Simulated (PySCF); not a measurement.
# C5H11BCl2Si: what the fields show

```yaml
atoms:
  - { symbol: C, position_ang: [2.4981, -1.1838, 0.4854] }
  - { symbol: C, position_ang: [2.0478, 0.0125, 0.0847] }
  - { symbol: C, position_ang: [3.0441, 1.0915, -0.2539] }
  - { symbol: B, position_ang: [0.5341, 0.3331, -0.0100] }
  - { symbol: Si, position_ang: [-0.8383, -1.0454, 0.2545] }
  - { symbol: C, position_ang: [-2.5675, -0.5644, -0.4533] }
  - { symbol: C, position_ang: [-2.9315, 0.8542, -0.1420] }
  - { symbol: Cl, position_ang: [-4.6105, 1.2436, -0.6430] }
  - { symbol: Cl, position_ang: [-2.7778, 1.1776, 1.5991] }
  - { symbol: H, position_ang: [1.8252, -1.9844, 0.7417] }
  - { symbol: H, position_ang: [3.5524, -1.4004, 0.5803] }
  - { symbol: H, position_ang: [2.9279, 1.9299, 0.4317] }
  - { symbol: H, position_ang: [2.8637, 1.4669, -1.2598] }
  - { symbol: H, position_ang: [4.0687, 0.7305, -0.1934] }
  - { symbol: H, position_ang: [0.2463, 1.4500, -0.2374] }
  - { symbol: H, position_ang: [-0.6097, -2.3432, -0.4191] }
  - { symbol: H, position_ang: [-1.0774, -1.4133, 1.6624] }
  - { symbol: H, position_ang: [-3.3242, -1.2321, -0.0439] }
  - { symbol: H, position_ang: [-2.5853, -0.6880, -1.5364] }
  - { symbol: H, position_ang: [-2.2913, 1.5760, -0.6507] }
```

Geometry: GFN2-xTB.

All numbers below come from PySCF 2.14.0, PBE0/pcSseg-1, SCF density, gas phase, non-relativistic.

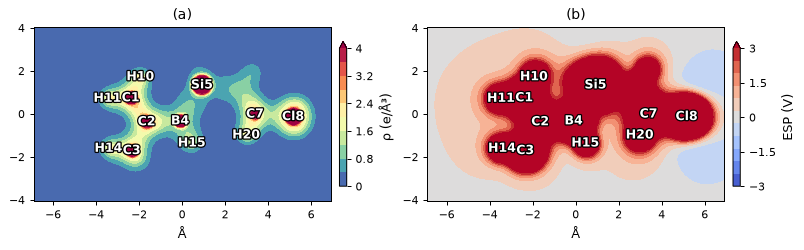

Figure 1. (a) total electron density; (b) molecular electrostatic potential on the plane of atoms H10, C1 and H11.

What does the map show?

Answer. The plane passes through C, B, Si, Cl and H nuclei. C–C (1.34 Å): ρ is about 2.3 e/Å³ halfway. C–B (1.55 Å): ρ is about 1.4 e/Å³ halfway. C–Cl (1.79 Å): ρ is about 1.3 e/Å³ halfway. Si–B (1.96 Å): ρ is about 0.84 e/Å³ halfway. C–H (1.08 Å): the density is about 2.1 e/Å³ at the midpoint. Outside the dense part of the molecule the potential is most negative (−0.7 V) near Cl8.

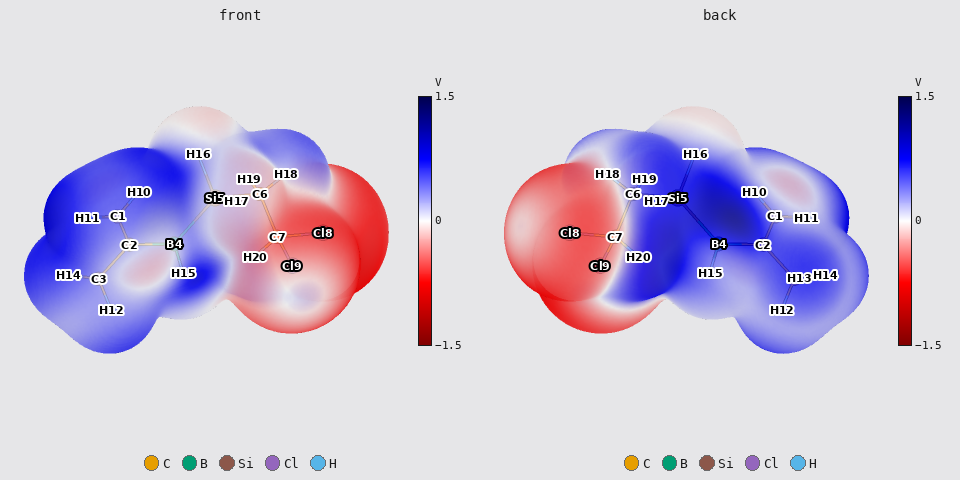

Figure 2. The molecular electrostatic potential painted on the density surface at 0.001 e/bohr³, seen from the front and from behind; red is negative and blue positive.

Which sites attract a positive test charge, and which a negative one?

Answer. A positive charge is drawn to the negative regions and a negative charge to the positive ones. The most negative region (about −0.8 V) lies over Cl8 and Cl9, the most positive (about +1.1 V) over B4 and Si5.
